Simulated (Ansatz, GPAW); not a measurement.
# Work function of a 7-layer slab of Mg(0001) at several levels, part 3 of 3

How far do functional and basis move the work function of a 7-layer slab of Mg(0001)?

GPAW 26.7.0 and Ansatz 0.2.0; Ansatz plane waves; slab in vacuum with a dipole correction, relaxation (the session's first sound run).

So far, upper work function (eV): step 2 (relaxing the atoms, PBE) 3.74; step 7 (self-consistent run: xc = "revPBE") 3.68; step 8 (self-consistent run: xc = "vdW-DF2", GPAW, PAW setups, GPAW) 3.85; step 9 (real-space grid: mode = "fd", PBE, GPAW) 3.74; step 10 (atomic orbitals: mode = "lcao", PBE, GPAW) 3.77.

## 12. A second plane-wave code

A second program with its own datasets checks the number independently.

This step: Ansatz plane waves; slab in vacuum with a dipole correction (Ansatz 0.2.0).

The input, input.yaml:

```yaml
crystal:
  lattice:
    - [3.21, 0.0, 0.0]
    - [1.605, 2.7799415461, 0.0]
    - [0.0, 0.0, 29.63912]
  atoms:
    - { symbol: Mg, position: [0.0, 0.0, 0.2361743534] }
    - { symbol: Mg, position: [0.6666666667, 0.6666666667, 0.3241162356] }
    - { symbol: Mg, position: [0.0, 0.0, 0.4120581178] }
    - { symbol: Mg, position: [0.6666666667, 0.6666666667, 0.499467034] }
    - { symbol: Mg, position: [0.0, 0.0, 0.5868352797] }
    - { symbol: Mg, position: [0.6666666667, 0.6666666667, 0.6743235566] }
    - { symbol: Mg, position: [0.0, 0.0, 0.7625244166] }
kpoints:
  mp_grid: { grid: [11, 11, 1] }
hamiltonian:
  xc: pbe
scf:
  occupations: { method: fermi_dirac, width: 0.1 }
efield:
  axis: 3
  dipole_correction: true
  ramp_width: 0.05
output:
  forces: true
  write_potential: true
  write_density: true
  volumetric_format: npy
```

Run with:

```console
ansatz run input.yaml --threads 4 --pin off --max-ram 8192MiB --backend cpu --events-out ev --progress --plain --runs-dir out
```

Numbers of over 12 decimals in the logs are rounded to 6 here.

What it wrote:

```text
[...]
Crystal: 7 atoms, lattice volume = 264.488 Å³
Basis set: ecut = 420 eV, 5259 PW (Γ), exchange–correlation on 48×48×400 points (8 copies of the dense FFT grid, shifted against one another)
Bands: 42, of which v1, the nominal top of the filled ones, is band 35 counted from 1 (34 counted from 0)
Symmetry: 6 space group operations
[...]
k-points: 16 of 121 (time reversal used)
[...]
SCF iter   1: F=—  HF=-13466.088978 eV  |F-HF|=—  |Δ(HF+E_count)|=         —  Δρ=8.98e-4  dr2=5.75e-2  ethr=1.77e-3  p=0.000 e·Å  D=3.12e-5 V/Å  ΔV_dip=-0.00 eV  dr2_dipole=5.71e-7  V_vac-E_F(+/−)=3.79/3.79 eV  ⟨swp⟩=12.5  Hψ=3331  notcnv=0
[...]
SCF iter   6: F=-13466.088577 eV  HF=-13466.088577 eV  |F-HF|=2.18e-8  |Δ(HF+E_count)|=   8.19e-9  Δρ=1.52e-6  dr2=3.19e-8  ethr=1.43e-10  p=0.000 e·Å  D=3.43e-7 V/Å  ΔV_dip=-0.00 eV  dr2_dipole=2.37e-10  V_vac-E_F(+/−)=3.74/3.74 eV  ⟨swp⟩=14.3  Hψ=4913  notcnv=0
SCF 1 converged in 6 iterations: F = -13466.088577 eV  dr2 = 3.19e-8
[...]
SCF converged after 6 iterations
Free energy (F): -13466.088577 eV
[...]
Internal energy: -13466.008192 eV  (E = F + TS)
E sigma→0 (E₀):  -13466.048385 eV
Entropy (-TS):   -0.080385 eV (-11.484 meV/atom)
Fermi energy:    1.994528 eV
Dipole field:    D = -0.000018 V/Å  (p = -0.000026 e·Å, saw-weighted, corrected)
Work function:   Φ+ = 3.7376 eV   Φ− = 3.7371 eV
[...]
--- Forces (eV/Å), atoms counted from 1 ---
  atom   1  Mg     0.00000000     0.00000000    -0.01032640
  atom   2  Mg    -0.00000000    -0.00000000     0.03482982
  atom   3  Mg    -0.00000000     0.00000000    -0.01441200
  atom   4  Mg     0.00000000    -0.00000000    -0.00241638
  atom   5  Mg    -0.00000000     0.00000000    -0.00172650
  atom   6  Mg     0.00000000    -0.00000000    -0.00783161
  atom   7  Mg     0.00000000     0.00000000     0.00188439
  max |Σ_I F_I| component: 1.32e-6 eV/Å
--- Band table (eV; the first three rows and the last of 16) ---
  k-point 0: bands = [... 31 lower, -3.2869, -2.4342, -1.4176, -0.2108, 0.8175, 2.3273, 3.6668, 4.7567, ... 3 higher]
  k-point 1: bands = [... 31 lower, -3.1274, -2.2759, -1.2606, -0.0542, 0.9668, 2.4781, 3.8164, 4.9089, ... 3 higher]
  k-point 2: bands = [... 31 lower, -2.6509, -1.8029, -0.7917, 0.4123, 1.4147, 2.9250, 4.2556, 5.3559, ... 3 higher]
  k-point 15: bands = [... 31 lower, 1.3329, 1.6632, 1.8245, 2.1204, 2.6247, 2.6797, 2.9180, 2.9963, ... 3 higher]
```

The job ended after 4 s (4 threads of Arm Neoverse V1, shared host; peak memory 0.58 GiB).

In the SCF lines HF is the Harris–Foulkes energy and dr2 the Hartree energy of the density residual, in eV; the loop may stop once dr2 is under the threshold and the program's other checks hold. Hψ counts applications of the Hamiltonian.

Numbers from this step:

```
upper work function     : 3.738 eV
lower work function     : 3.737 eV
dipole along the normal : -2.58e-5 e·Å
dipole field            : -1.77e-5 V/Å
vacuum level above      : 5.732 eV
```

The electrostatic potential energy of an electron (with the applied field's), less the Fermi level, planar mean oscillates, so the rows of the table below give means over windows of 2.67 Å about each position, cut where the curve ends. Its maxima inside the range that stand out by 2 % of the span (Å: eV): 8.3: 1.03, 11.0: 1.01, 13.5: 0.970, 16.2: 0.944, 18.7: 0.989, 21.3: 1.03. Its minima: 7.0: -11.7, 9.6: -11.6, 12.2: -11.6, 14.8: -11.7, 17.3: -11.6, 20.0: -11.7, 22.7: -11.5.

Table of electrostatic potential energy of an electron (with the applied field's), less the Fermi level, planar mean by z; means over each step:

```csv
z (Å),"electrostatic potential energy of an electron (with the applied field's), less the Fermi level, planar mean (eV)"
1.33,3.74
4.00,3.59
6.67,-3.65
9.34,-3.89
12.02,-3.92
14.68,-3.92
17.36,-3.92
20.02,-3.87
22.70,-3.81
25.37,3.49
28.04,3.74
```

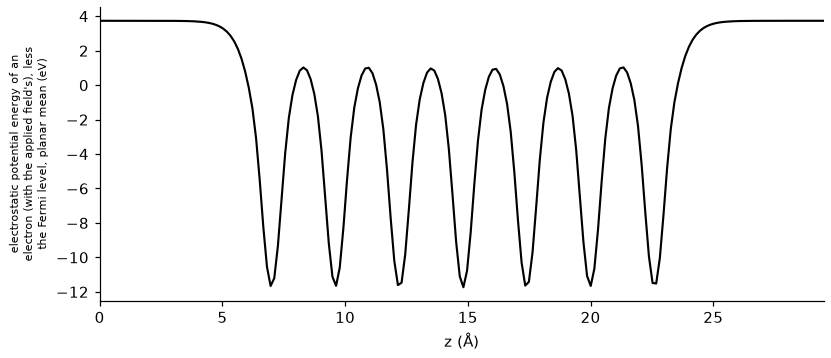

Electrostatic potential energy of an electron (with the applied field's), less the Fermi level, planar mean against z.

The valence density, planar mean oscillates, so the rows of the table below give means over windows of 2.67 Å about each position, cut where the curve ends. Its maxima inside the range that stand out by 2 % of the span (Å: e/Å³): 7.0: 1.50, 9.6: 1.50, 12.2: 1.47, 14.8: 1.51, 17.3: 1.48, 20.0: 1.51, 22.7: 1.45. Its minima: 8.3: 0.0881, 10.8: 0.0896, 13.5: 0.0911, 16.2: 0.0912, 18.7: 0.0905, 21.3: 0.0876.

Table of valence density, planar mean by z; means over each step:

```csv
z (Å),"valence density, planar mean (e/Å³)"
1.33,9.7e-6
4.00,0.00394
6.67,0.406
9.34,0.422
12.02,0.422
14.68,0.423
17.36,0.422
20.02,0.422
22.70,0.411
25.37,0.00621
28.04,1.7e-5
```

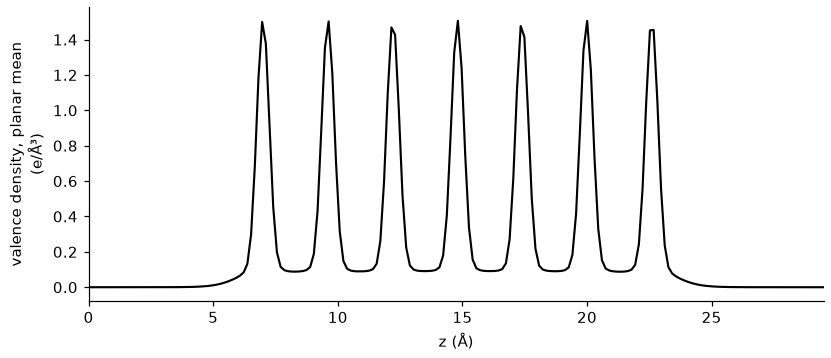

Valence density, planar mean against z.

The upper face's work function is 3.738 eV, against 3.737 eV in the first plane-wave PBE run at this geometry.

## 13. Side by side

Results and costs are gathered.

This step: comparison of work functions, dipole and cost (GPAW 26.7.0).

Ladder, by row:

```csv
step,code,"work function, upper (eV)","work function, lower (eV)",dipole (e Å),wall time (s),peak memory (GiB),threads
pw,GPAW,3.737,3.737,3.21e-5,345.6,0.28,1
RPBE,GPAW,3.678,3.679,7.69e-5,321.2,0.28,1
LDA,GPAW,3.858,3.858,4.26e-5,236.6,0.28,1
optPBE-vdW,GPAW,3.833,3.832,2.73e-5,319.9,0.44,1
revPBE,GPAW,3.679,3.679,5.33e-5,204.2,0.28,1
vdW-DF2,GPAW,3.851,3.851,6.77e-5,342.3,0.44,1
fd,GPAW,3.738,3.738,-2.03e-6,1086,1.21,1
lcao,GPAW,3.772,3.772,-9.00e-6,999.9,0.39,1
ansatz,Ansatz,3.738,3.737,-2.58e-5,3.97,0.583,4
```

## 14. Results

- work function, both faces: 3.74 eV
- dipole along the normal: 3.2e-5 e Å, near the numerical noise

With plane waves and PBE the work function is 3.74 eV on the upper face and 3.74 eV on the lower. The measured value for polycrystalline Mg, which weights the faces of low work function, is 3.66 eV (as compiled in "Anisotropic work function of elemental crystals", 2019, arxiv:1902.07811); the relaxed upper face lies 0.077 eV over it with PBE, and RPBE comes nearest (3.68 eV). Measured work functions scatter by a tenth of an eV or more between methods. Over the sound runs of the table the upper face's work function spans 3.678 (RPBE) to 3.858 eV (LDA). The two plane-wave codes differ by 3.2e-4 eV on the upper face. The in-plane lattice was kept as typed, which isn't the functional's own and leaves some strain; spin-orbit coupling and temperature are left out.

[Logs are printed without paths, hosts, clocks, repeated set-up lines and the standing remarks that a program may print on its own settings, such as how far it seeks lower states.]

[Hosts, paths, dates, database ids (printed as entryN), source tags and the programs' standing remarks are cut or masked in the printed files.]
